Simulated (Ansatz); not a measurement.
The starting structures come from a database of crystals and need not be the phases stable at ambient conditions.

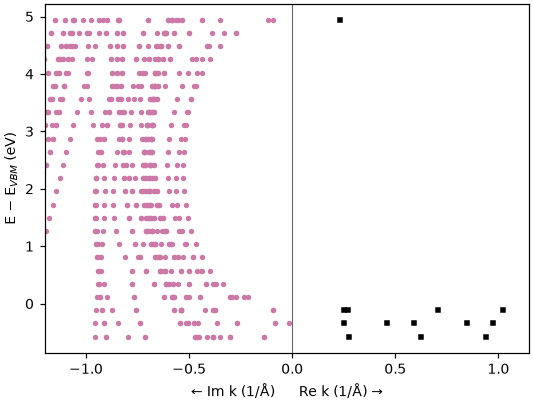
*Complex bands at the centre of the two-dimensional zone; Ansatz (a program for electronic structure) with r2SCAN*

The gap is the functional's own. No spin-orbit coupling. Mid-gap values are interpolated on the energy grid.

Q: This is SrWO₄ (I4_1/a, not sure to be the ambient phase, 12 atoms a cell, 14.7 Å³ an atom, -2 GPa at this level) along the normal of (100). Read off the slowest decay at the centre of the two-dimensional zone at 2.42 eV, the computed energy nearest the middle of the gap.

A: κ ≈ 0.53 1/Å, a decay length 1/(2κ) of the density of 0.95 Å.
